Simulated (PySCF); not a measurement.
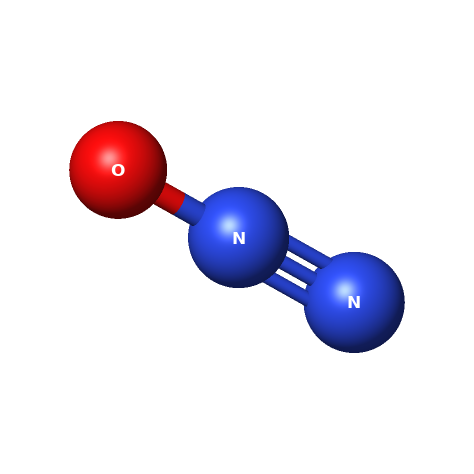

Rendered structure (ball-and-stick style). Multiple sticks mark multiple bonds (one Kekulé form).

What does the picture show?

It has 3 atoms: 2 nitrogen and 1 oxygen (N2O). Its SMILES string is `N#[N+][O-]`. The point group is C∞v. All atoms lie on one line. Coordination: 1 N linear.

More results for the same structure follow; atom numbers are the same in all pictures, views and colours differ. The computed structure is the end point of a PBE0-D3(BJ)/def2-SVP optimisation. No frequency run is at hand to confirm it as a minimum.

## Electronic properties

No frequency run is at hand to confirm it as a minimum. Level of theory: PBE0/def2-SVP, gas phase (PySCF 2.14.0).

What does the calculation give?

- dipole moment: 0.02 D
- HOMO energy (Kohn–Sham orbital): −9.70 eV
- LUMO energy (Kohn–Sham orbital): −0.13 eV
- HOMO–LUMO gap: 9.57 eV

## NMR shielding

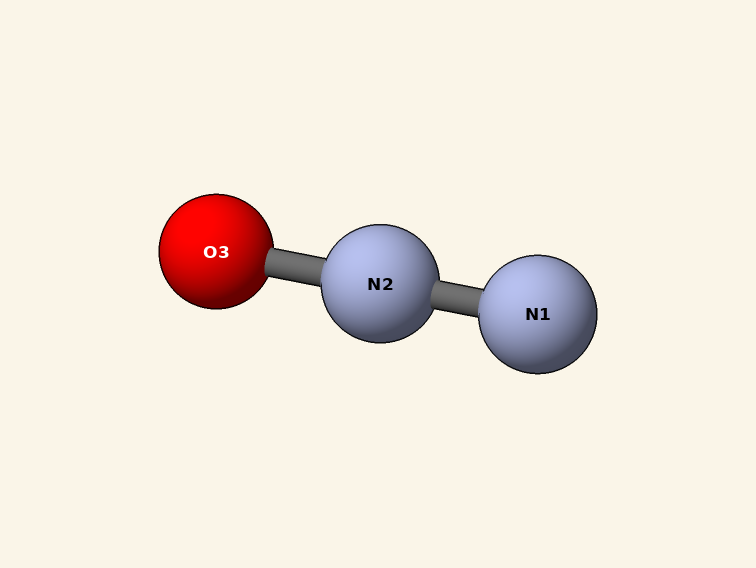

No frequency run is at hand to confirm it as a minimum. Properties computed with GIAO ωB97X-D/pcSseg-2 NMR shielding, non-relativistic, gas phase (PySCF 2.14.0). Principal shieldings σ11 ≤ σ22 ≤ σ33, span Ω = σ33 − σ11, skew κ = 3(σiso − σ22)/Ω.

Give the shielding tensors of the O atoms.

```csv
atom,σ11,σ22,σ33,σiso,Ω,κ
O3,66.2,66.2,417.2,183.2,351.0,1.00
```

Shieldings and span in ppm.

## Quadrupole coupling

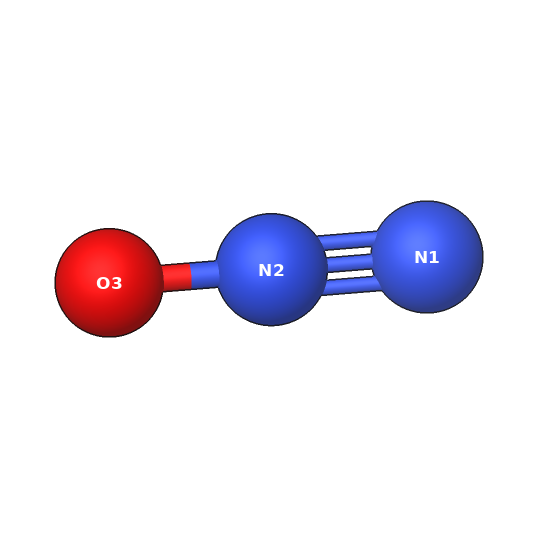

No frequency run is at hand to confirm it as a minimum. Electric field gradients from the ground-state density, PBE0/6-31G* (PySCF 2.14.0), non-relativistic apart from any core potentials.

Give the largest field-gradient component, the quadrupole coupling constant and the asymmetry for 14N at N1 (Q = 20.44 mb), 14N at N2 (Q = 20.44 mb), 17O at O3 (Q = −25.6 mb).

| atom | V_zz (a.u.) | e²qQ/h (MHz) | η |
| --- | --- | --- | --- |
| N1 | −0.035 | −0.166 | 0.00 |
| N2 | 0.079 | 0.381 | 0.00 |
| O3 | 2.023 | −12.17 | 0.00 |

## Charges

The questions are on Hirshfeld charges. No frequency run is at hand to confirm it as a minimum. Method: PBE0/6-31G*, gas phase (PySCF 2.14.0).

List the Hirshfeld charges.

| atom | value (e) |
| --- | --- |
| N1 | −0.09 |
| N2 | 0.22 |
| O3 | −0.13 |
